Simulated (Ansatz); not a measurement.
# BiP (model cell, started as CsCl type): from the cell to its phonons, part 2 of 2

Task: relax BiP (model cell, started as CsCl type), then find its harmonic phonons.

Ansatz 0.2.0; DFT PBEsol, scalar-relativistic, plane waves, PAW.

So far. Step 3 (Tight relaxation): The forces vanish by symmetry and the pressure is 0.000 GPa, within the tolerances set. The cell now holds 21.95 Å³/atom. The relaxed cell has a = 3.527 Å (conventional setting).

The structure was built from a prototype and need not be the compound's stable phase.

## (4) Modes at Γ

The zone centre comes first: it holds the modes that light can see, as far as symmetry allows. No field response is asked, since the mesh shows no gap.

Contents of input.yaml:

```yaml
crystal:
  lattice:
    - [3.5274518236, 0.0, 0.0]
    - [0.0, 3.5274518236, 0.0]
    - [0.0, 0.0, 3.5274518236]
  atoms:
    - { symbol: Bi, position: [0.0, 0.0, 0.0] }
    - { symbol: P, position: [0.5, 0.5, 0.5] }
kpoints:
  mp_grid: { grid: [12, 12, 12] }
hamiltonian:
  xc: pbesol
scf:
  occupations: { method: methfessel_paxton, width: 0.2 }
output:
  eigenvalues: true
phonons:
  method: dfpt
```

Run with:

```
ansatz run input.yaml --threads 4 --pin off --max-ram 7168MiB --backend cpu --events-out ev --progress --plain --runs-dir out
```

Numbers of over 12 decimals in the logs are rounded to 6 here.

Output:

```text
[...]
Crystal: 2 atoms, lattice volume = 43.892 Å³
Basis set: ecut = 420 eV, 847 PW (Γ), exchange–correlation on 48×48×48 points (8 copies of the dense FFT grid, shifted against one another)
Bands: 14, of which v1, the nominal top of the filled ones, is band 10 counted from 1 (9 counted from 0)
Symmetry: 48 space group operations
k-points: 196 of 1728 (irreducible under 8 space group operations, time reversal used)
[...]
SCF iter   1: F=—  HF=-12981.349122 eV  |F-HF|=—  |Δ(HF+E_count)|=         —  Δρ=7.00e-3  dr2=4.93e-2  ethr=1.77e-3  ⟨swp⟩=5.4  Hψ=15056  notcnv=0
[...]
SCF iter   9: F=-12981.334726 eV  HF=-12981.334726 eV  |F-HF|=9.09e-12  |Δ(HF+E_count)|=  7.82e-11  S|Δr|=    0.00e0  Δρ=4.95e-8  dr2=8.98e-13  ethr=1.00e-12  ⟨swp⟩=8.7  Hψ=15698  notcnv=0
SCF 1 converged in 9 iterations: F = -12981.334726 eV  dr2 = 8.98e-13
[...]
DFPT response loops at Γ: preconditioner auto → Kerker (q_TF=auto, 2.393 Å⁻¹) (partly filled bands, converged f_vac=0.000); β = 1.00, the filter's whole step (`scf.mixing.beta` (0.50) is not read by the response loops under this deck's `scf.mixing.preconditioner`; to damp them name `kerker` or `kerker_dos`, under which they read `scf.mixing.beta`, and type it under 1.00, their step now; both keys bind the ground state too); Broyden in place of MSR1
SCF converged after 9 iterations
[...]
Free energy (F): -12981.334726 eV
[...]
Internal energy: -12981.335331 eV  (E = F + TS)
E sigma→0 (E₀):  -12981.334877 eV
Entropy (-TS):   0.000604 eV (0.302 meV/atom)
Fermi energy:    11.789571 eV
[...]
--- Band table (eV; the first three rows and the last of 196) ---
  k-point 0: bands = [... 6 lower, 5.3489, 9.7854, 9.7854, 9.7854, 15.4563, 15.4563, 18.1085, 18.1085]
  k-point 1: bands = [... 6 lower, 5.1112, 9.7260, 9.8703, 9.8703, 15.5152, 15.8594, 17.7404, 17.8264]
  k-point 2: bands = [... 6 lower, 4.4478, 9.6999, 10.1219, 10.1219, 15.6902, 16.0611, 17.0850, 17.0850]
  k-point 195: bands = [... 6 lower, 3.2579, 9.0156, 9.0156, 9.0156, 9.0329, 9.0329, 9.0329, 27.2553]
--- Phonons (Γ-DFPT): 2 representative perturbations + reference, on 196 of 1728 k-points (Σ response iterations 5) ---
  k mesh reduced under 8 symmetry operations, with k and −k counted as one. Each operation leaves every solved perturbation unchanged. A smaller set is not used because it would not reduce the number of displacements times k-points to solve
  ASR residual: 1.080e-4 → 0.000e0 eV/Å²; symmetrization residual: 7.596e-6 eV/Å²
  ASR residual per site (eV/Å²): 1.08e-4 3.52e-5
  Γ frequencies (cm⁻¹): -63.34 -63.34 -63.34 0.00 0.00 0.00
  non-analytic LO–TO correction: not included (Born effective charges unavailable; polar crystals: no LO–TO splitting at Γ)
```

Elapsed: 5.9 s, on 4 threads of Arm Neoverse V2, shared host; peak memory 0.66 GiB.

Numbers from this step:

```
sum-rule residual before enforcement                    : 1.08e-4 eV/Å²
point group                                             : m-3m
highest optical mode at the zone centre (no LO-TO term) : -63.34 cm⁻¹
lowest optical zone-centre mode                         : -63.34 cm⁻¹
```

Patterns of degenerate modes are one choice out of their space. Modes at Γ, with each element's share of the kinetic energy (negative means imaginary):

| mode | frequency (cm⁻¹) | symmetry | Bi % | P % |
| --- | --- | --- | --- | --- |
| 1 | -63.3 | T1u | 13 | 87 |
| 2 | -63.3 | T1u | 13 | 87 |
| 3 | -63.3 | T1u | 13 | 87 |
| 4 | 0.0 | acoustic | 87 | 13 |
| 5 | 0.0 | acoustic | 87 | 13 |
| 6 | 0.0 | acoustic | 87 | 13 |

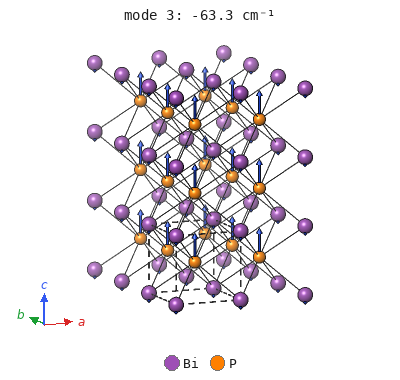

Displacement patterns of mode 3 at Γ; arrows are exaggerated. 2×3×3 cells are drawn. Some periodic images of atoms are drawn too.

Before it was imposed, the acoustic sum rule was missed by 1.1e-4 eV/Å². Small misses are needed for a sound result but don't prove that mesh and cutoff are converged. The lowest optical mode is imaginary, 63.3i cm⁻¹, so the energy falls along it.

## (5) Phonons on a q mesh

Stability and thermal properties need the whole zone. Linear response on a 4×4×4 q mesh gives force constants as far as a supercell of that size would.

input.yaml, as its differences from that of step 4:

```diff
@@ -18 +18,8 @@
   method: dfpt
+  qmesh: [4, 4, 4]
+  temperatures: { t_max: 1000, t_step: 50 }
+  qpath:
+    path:
+      - [[0.0, 0.0, 0.0], [0.0, 0.5, 0.0], [0.5, 0.5, 0.0], [0.0, 0.0, 0.0], [0.5, 0.5, 0.5], [0.0, 0.5, 0.0]]
+      - [[0.5, 0.5, 0.5], [0.5, 0.5, 0.0]]
+    npoints: 10
```

Output:

```text
[...]
Crystal: 2 atoms, lattice volume = 43.892 Å³
Basis set: ecut = 420 eV, 847 PW (Γ), exchange–correlation on 48×48×48 points (8 copies of the dense FFT grid, shifted against one another)
Bands: 14, of which v1, the nominal top of the filled ones, is band 10 counted from 1 (9 counted from 0)
Symmetry: 48 space group operations
k-points: 84 of 1728
[...]
SCF iter   1: F=—  HF=-12981.349184 eV  |F-HF|=—  |Δ(HF+E_count)|=         —  Δρ=6.99e-3  dr2=4.91e-2  ethr=1.77e-3  ⟨swp⟩=5.4  Hψ=6481  notcnv=0
[...]
SCF iter   9: F=-12981.334726 eV  HF=-12981.334726 eV  |F-HF|=3.64e-12  |Δ(HF+E_count)|=  6.18e-11  S|Δr|=    0.00e0  Δρ=5.69e-8  dr2=1.45e-12  ethr=1.00e-12  ⟨swp⟩=9.0  Hψ=6933  notcnv=0
SCF 1 converged in 9 iterations: F = -12981.334726 eV  dr2 = 1.45e-12
[...]
SCF iter   3: F=-12981.334726 eV  HF=-12981.334726 eV  |F-HF|=5.46e-12  |Δ(HF+E_count)|=  1.49e-10  S|Δr|=    0.00e0  Δρ=1.25e-7  dr2=7.26e-12  ethr=1.00e-12  ⟨swp⟩=5.1  Hψ=3373  notcnv=0
SCF 2 converged in 3 iterations: F = -12981.334726 eV  dr2 = 7.26e-12
phonons: the bands overlap, so this run is a metal and interpolates without the dipole-dipole term. If the crystal is really an insulator or semiconductor, its LO-TO splitting is missing
NSCF: frozen V_eff on 84 k-points
WARN: eigensolver did not converge in 3 slots of this pass, the one above among them; of largest residual over every band (k=81): 1 band(s) unlocked (lowest unlocked band 13, counted from 0; max residual 1.25e-4 eV among the unlocked bands, 1.25e-4 eV over every band); of lowest unlocked band (k=80): band 13
[...]
DFPT response loops at q = (0, 0, 0) (fractional): preconditioner auto → Kerker (q_TF=auto, 2.393 Å⁻¹) (partly filled bands, converged f_vac=0.000); β = 1.00, the filter's whole step (`scf.mixing.beta` (0.50) is not read by the response loops under this deck's `scf.mixing.preconditioner`; to damp them name `kerker` or `kerker_dos`, under which they read `scf.mixing.beta`, and type it under 1.00, their step now; both keys bind the ground state too); Broyden in place of MSR1
[...]
SCF converged after 9 iterations
[...]
Free energy (F): -12981.334726 eV
[...]
Internal energy: -12981.335331 eV  (E = F + TS)
E sigma→0 (E₀):  -12981.334877 eV
Entropy (-TS):   0.000604 eV (0.302 meV/atom)
Fermi energy:    11.789571 eV
[...]
--- Band table (eV; the first three rows and the last of 84) ---
  k-point 0: bands = [... 6 lower, 5.3489, 9.7854, 9.7854, 9.7854, 15.4563, 15.4563, 18.1085, 18.1085]
  k-point 1: bands = [... 6 lower, 5.1112, 9.7260, 9.8703, 9.8703, 15.5152, 15.8594, 17.7404, 17.8264]
  k-point 2: bands = [... 6 lower, 4.4478, 9.6999, 10.1219, 10.1219, 15.6902, 16.0611, 17.0850, 17.0850]
  k-point 83: bands = [... 6 lower, 3.2579, 9.0156, 9.0156, 9.0156, 9.0329, 9.0329, 9.0329, 27.2553]
--- Phonons (Γ-DFPT): 2 representative perturbations + reference (Σ response iterations 5) ---
  ASR residual: 1.064e-4 → 0.000e0 eV/Å²; symmetrization residual: 4.365e-6 eV/Å²
  ASR residual per site (eV/Å²): 1.06e-4 4.02e-5
  Γ frequencies (cm⁻¹): -63.34 -63.34 -63.34 0.00 0.00 0.00
--- Phonons (arbitrary-q DFPT): 10 irreducible q on the 4×4×4 mesh ---
  q = [0.0000, 0.0000, 0.0000] (star 1, of the zone-centre solve; hermiticity 2.19e-5, symmetrization 4.18e-12): -63.34 -63.34 -63.34 -0.00 0.00 0.00
  q = [0.0000, 0.0000, 0.2500] (star 6, 4 solved perturbations in 1848 linear systems a pass and spin channel, the states on 588 of 1728 k-point pairs; hermiticity 3.92e-6, symmetrization 3.53e-12): -10.75 -10.75 49.82 49.82 61.54 119.05
[...]
q = [0.0000, 0.2500, -0.5000] (star 12, 6 solved perturbations on 588 of 1728 k-point pairs; hermiticity 2.26e-6, symmetrization 3.29e-8): -98.86 -30.81 52.43 80.26 101.91 155.04
[...]
sum rule: each row above includes the acoustic sum rule's correction from the zone centre's row sums; it moved no ω² by more than (0.59 cm⁻¹)²
  mesh force constants: q→R imaginary residual 5.47e-19; ASR residual 1.064e-4 → 0.000e0 eV/Å²; symmetrization residual 1.332e-15 eV/Å²
  interpolated dispersion: 62 rows × 6 modes
  density of states and harmonic sums: on the 20×20×20 q-mesh, interpolated from the force constants of a 4×4×4 supercell (no non-analytic term)
  largest difference from the sums on the solved wave vectors: F 3.94e-2 eV, S 4.41e-5 and C_V 7.80e-6 eV/K
  zero-point energy: 0.024796 eV/cell   skipped modes (ω ≤ 0): 308, of them read as no rigid motion or as one in doubt: 305 (1.070e0 modes/cell left out, lowest -141.32 cm⁻¹)   left out of the sums: 1.78e-1 of the cell's modes: C_V's classical limit lies that fraction below 3 k_B per atom; for a crystal, a wire or a layer, F and S can be off by more, and a phonons.interpolated_qmesh denser along its periods is the remedy for the sampling
```

It took 2.7 min on 4 threads; peak memory 1.7 GiB; 10 min of CPU time.

This step gave:

```
sum-rule residual before enforcement                    : 1.06e-4 eV/Å²
lowest frequency on the path                            : -141.3 cm⁻¹
highest frequency on the path or at a solved wavevector : 183.8 cm⁻¹
lowest mode on the q mesh (acoustic modes at Γ apart)   : -141.3 cm⁻¹
```

Frequencies (cm⁻¹) solved at each irreducible wavevector; negative means imaginary. Frequencies by wavevector, by row:

| q in reciprocal lattice units | star | mode 1 | mode 2 | mode 3 | mode 4 | mode 5 | mode 6 |
| --- | --- | --- | --- | --- | --- | --- | --- |
| 0 0 0 | 1 | -63.3 | -63.3 | -63.3 | 0 | 0 | 0 |
| 0 0 0.25 | 6 | -10.8 | -10.8 | 49.8 | 49.8 | 61.5 | 119 |
| 0 0 -0.5 | 3 | 21.1 | 21.1 | 58.3 | 58.3 | 93.1 | 183.8 |
| 0 0.25 0.25 | 12 | -70.2 | -4.3 | 26.6 | 53.2 | 60.8 | 150.6 |
| 0 0.25 -0.5 | 12 | -98.9 | -30.8 | 52.4 | 80.3 | 101.9 | 155 |
| 0 -0.5 -0.5 | 3 | -141.3 | -50.3 | 64.7 | 64.7 | 93.3 | 93.3 |
| 0.25 0.25 0.25 | 8 | 50.3 | 56.6 | 56.6 | 95.8 | 114.2 | 114.2 |
| 0.25 0.25 -0.5 | 12 | 34.7 | 41.9 | 61.7 | 78.2 | 139 | 143.7 |
| 0.25 -0.5 -0.5 | 6 | 46.1 | 73.3 | 73.3 | 118.6 | 118.6 | 120 |
| -0.5 -0.5 -0.5 | 1 | 82.1 | 82.1 | 82.1 | 170.8 | 170.8 | 170.8 |

Interpolated from a 4×4×4 q mesh. Phonon branches along the path, in cm⁻¹:

| point | branch 1 | branch 2 | branch 3 | branch 4 | branch 5 | branch 6 |
| --- | --- | --- | --- | --- | --- | --- |
| Γ | -63 | -63 | -63 | 0 | 0 | 0 |
| X | 21 | 21 | 58 | 58 | 93 | 184 |
| M | -141 | -50 | 65 | 65 | 93 | 93 |
| Γ | -63 | -63 | -63 | 0 | 0 | 0 |
| R | 82 | 82 | 82 | 171 | 171 | 171 |
| X | 21 | 21 | 58 | 58 | 93 | 184 |
| jump to R | 82 | 82 | 82 | 171 | 171 | 171 |
| M | -141 | -50 | 65 | 65 | 93 | 93 |

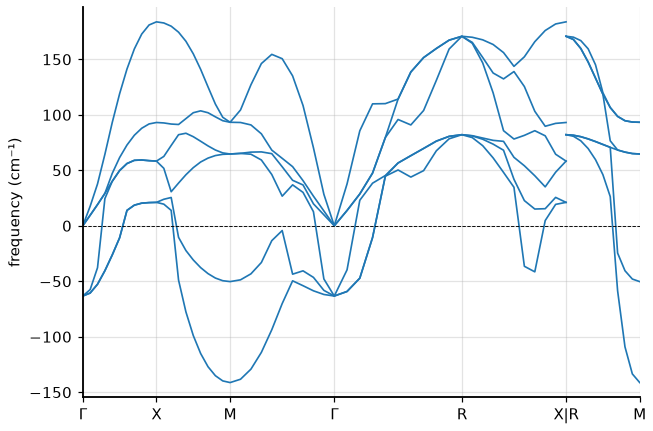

Phonon branches along the path.

The phonon density of states has structure finer than the step of the table below, so its rows give means over 20 cm⁻¹, whole bins alone (the curve runs from -142 to 182 cm⁻¹). Peaks (cm⁻¹: height): -37.5: 0.0206, 72.5: 0.0777, 142.5: 0.0323.

Tetrahedra on a 20×20×20 mesh, mean over bins of 5 cm-1. Interpolated from a 4×4×4 q mesh. Phonon density of states against wavenumber; means over each step:

| wavenumber (cm⁻¹) | phonon density of states (1/cm⁻¹/cell) |
| --- | --- |
| -120 | 0.00245 |
| -100 | 0.00356 |
| -80 | 0.00453 |
| -60 | 0.00757 |
| -40 | 0.0175 |
| -20 | 0.0127 |
| 0 | 0.00981 |
| 20 | 0.0208 |
| 40 | 0.0361 |
| 60 | 0.0526 |
| 80 | 0.0473 |
| 100 | 0.0198 |
| 120 | 0.0181 |
| 140 | 0.0273 |
| 160 | 0.0165 |

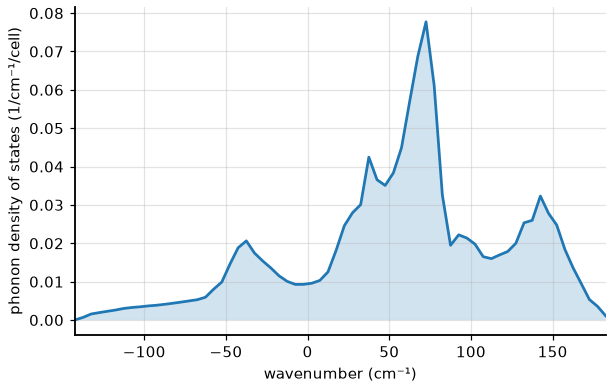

Phonon density of states, plotted against wavenumber.

The partial phonon density of states has structure finer than the step of the table below, so its rows give means over 20 cm⁻¹, whole bins alone (the curve runs from -150 to 198 cm⁻¹). Peaks (cm⁻¹: height): Bi -31.9: 0.0131, 33.9: 0.0316, 71.1: 0.0642; P -91.1: 0.0061, -34.1: 0.0105, 62.4: 0.0139, 99.6: 0.0203, 143.5: 0.0328.

Phonopy on the run's constants, 17x17x17 mesh, Gaussian sigma 2.5 cm-1. Interpolated from a 4×4×4 q mesh. Table of partial phonon density of states by wavenumber; means over each step; values in 1/cm⁻¹/cell:

| wavenumber (cm⁻¹) | Bi | P |
| --- | --- | --- |
| -140 | 0 | 6.3e-4 |
| -120 | 1.2e-5 | 0.00270 |
| -100 | 5.8e-5 | 0.00352 |
| -80 | 1.7e-4 | 0.00453 |
| -60 | 0.00102 | 0.00653 |
| -40 | 0.00853 | 0.00953 |
| -20 | 0.00929 | 0.00538 |
| 0 | 0.00349 | 5.9e-4 |
| 20 | 0.0191 | 0.00377 |
| 40 | 0.0275 | 0.00858 |
| 60 | 0.0429 | 0.0103 |
| 80 | 0.0351 | 0.0123 |
| 100 | 0.00181 | 0.0180 |
| 120 | 3.2e-4 | 0.0177 |
| 140 | 3.9e-4 | 0.0266 |
| 160 | 2.2e-4 | 0.0164 |
| 180 | 1.0e-5 | 0.00295 |

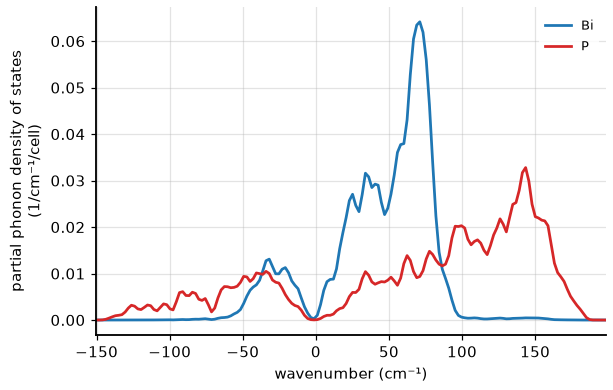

Partial phonon density of states, plotted against wavenumber.

Second derivatives of the energy by pair, one row for each kind of neighbour of each atom listed. Each entry sums the pair over the periodic images of the supercell that the q mesh stands for, and in a polar crystal it holds the long-range dipole part too. Force constants by pair, by row:

| atom | neighbour | distance (Å) | third of the trace (eV/Å²) | along the pair's line (eV/Å²) |
| --- | --- | --- | --- | --- |
| Bi1 | itself | 0 | 2.237 | – |
| Bi1 | P | 3.055 | 0.0911 | -0.0102 |
| Bi1 | Bi | 3.527 | -0.2846 | -1.239 |
| Bi1 | Bi | 4.989 | 0.011 | 0.0232 |
| Bi1 | P | 5.85 | -0.0032 | -0.026 |
| Bi1 | Bi | 6.11 | -0.1252 | -0.3717 |
| Bi1 | Bi | 7.055 | -0.0239 | -0.0508 |
| P2 | itself | 0 | 1.096 | – |
| P2 | Bi | 3.055 | 0.0911 | -0.0102 |
| P2 | P | 3.527 | -0.1448 | -0.6607 |
| P2 | P | 4.989 | 0.0381 | 0.0391 |
| P2 | Bi | 5.85 | -0.0032 | -0.026 |
| P2 | P | 6.11 | -0.1359 | -0.4197 |
| P2 | P | 7.055 | -0.0684 | -0.2233 |

Symmetry leaves 10 wavevectors to solve. The lowest mode among them, the acoustic zeros apart, lies at q = (0, -0.5, -0.5) and is imaginary, 141.3i cm⁻¹, so the energy falls along it.

## (6) Summary of results

```json
{"space group after relaxation (within 0.01 Å)": "Pm-3m", "volume per atom": "21.9 Å³", "electronic character": "no gap on this mesh", "highest optical mode at the zone centre (no LO-TO term)": "-63.3 cm⁻¹", "lowest optical zone-centre mode": "-63.3 cm⁻¹", "lowest mode on the q mesh (acoustic modes at Γ apart)": "-141 cm⁻¹", "highest frequency on the path or at a solved wavevector": "184 cm⁻¹", "imaginary modes on the 4×4×4 q mesh": "yes"}
```

**Reading.** Modes are clearly imaginary (beyond 10i cm⁻¹) at 5 of the 10 irreducible wavevectors, most at q = (0, -0.5, -0.5) (141.3i cm⁻¹), so this structure is not a minimum of the energy. The optical modes at Γ form one degenerate level at -63 cm⁻¹ (negative means imaginary). With no gap, or one that is small against the smearing, the frequencies hang on the k mesh and the smearing, most of all near Kohn anomalies. Spin-orbit coupling is left out, which can matter for the heavy elements here. A phonon run warned that its eigensolver left some bands unconverged in a pass. The starting cell was built on a prototype and not taken from a measurement, so the phase need not exist. These are harmonic frequencies at zero temperature: anharmonic shifts, linewidths and thermal expansion are left out.

[Logs are printed without paths, hosts, clocks, repeated set-up lines and the standing remarks that a program may print on its own settings, such as how far it seeks lower states.]

[Hosts, paths, dates, database ids (printed as entryN), source tags and the programs' standing remarks are cut or masked in the printed files.]
